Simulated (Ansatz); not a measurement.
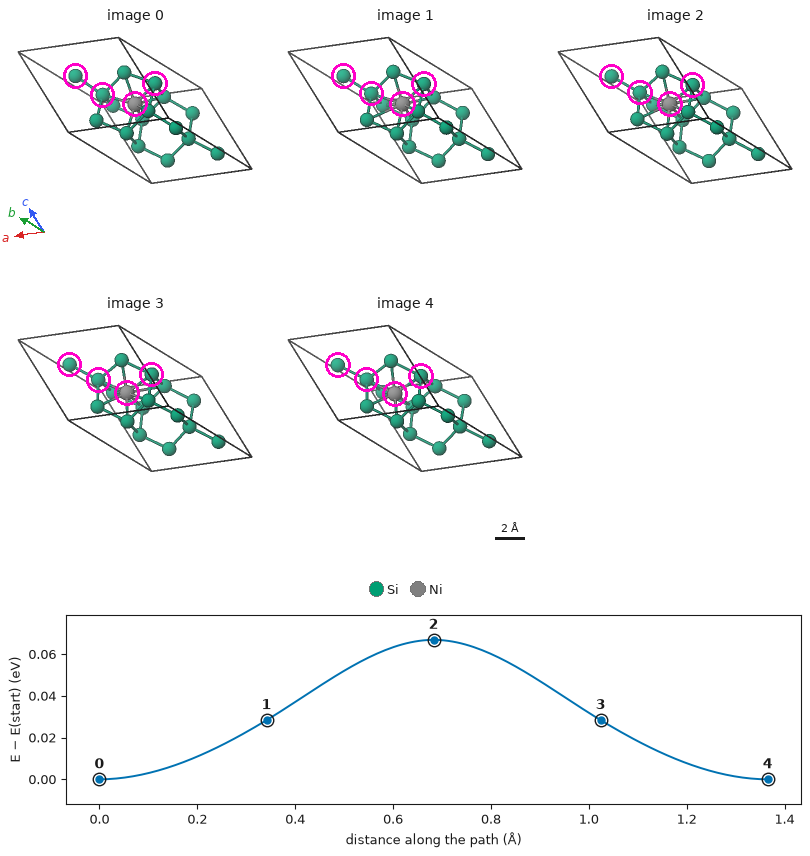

NEB run on a defect cell of composition Si₁₆Ni (17 atoms in the cell). Images are numbered from 0 (start) to 4 (end). The picture is a ball-and-stick view of the reduced simulation cell (origin moved), seen from a free direction. The atoms that move most are ringed. Lengths and directions refer to the drawn axes. Bonds to atoms that aren't drawn are left out.

Method: Ansatz, DFT LDA, scalar-relativistic, plane waves, PAW. Settings: plane-wave cutoff 420 eV; k-point mesh 3 × 3 × 3; Gaussian smearing 0.02 eV; 3 movable images; climbing image.

> Read off the barrier and say what moves.

The barrier is about 0.067 eV in both directions, with image 2 at the top; the ends have the same energy. The Ni atom travels furthest, 0.78 Å from end to end, along +a, on a straight line. It doesn't move alone: Si (0.49 Å), Si (0.49 Å), Si (0.58 Å) move with it. The band is converged.

Limits of the set-up: the periodic images lie only 7.6 Å apart, so the values are limited by the cell's size.
